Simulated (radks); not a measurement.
System: the erbium ion Er⁺, configuration [Xe] 4f12 6s1 (open shells shared over both j by 2j + 1). Level of theory: Dirac Kohn-Sham, PBE, spin-unpolarised, spherical densities, point nucleus. Computed with the in-house radial solver radks.

```
Z 68
configuration [Xe] 4f12 6s1 5d0 6p0
relativity Dirac
functional pbe,pbe
spin unpolarised
j_filling average
nucleus point
c 137.035999084
```

Wanted: the number of electrons inside radius r (solid) and the radial density 4πr²ρ (dashed).

The count levels off at 67 electrons. Half of them lie within 0.412 bohr, 90 % within 1.34 bohr and 99 % within 3.27 bohr. The radial density has minima at 0.0272, 0.114 and 0.338 bohr, where the count stands at 2.0, 11.1 and 29.6; these part the shells that the density resolves.

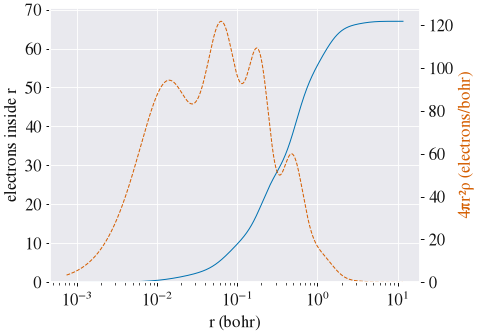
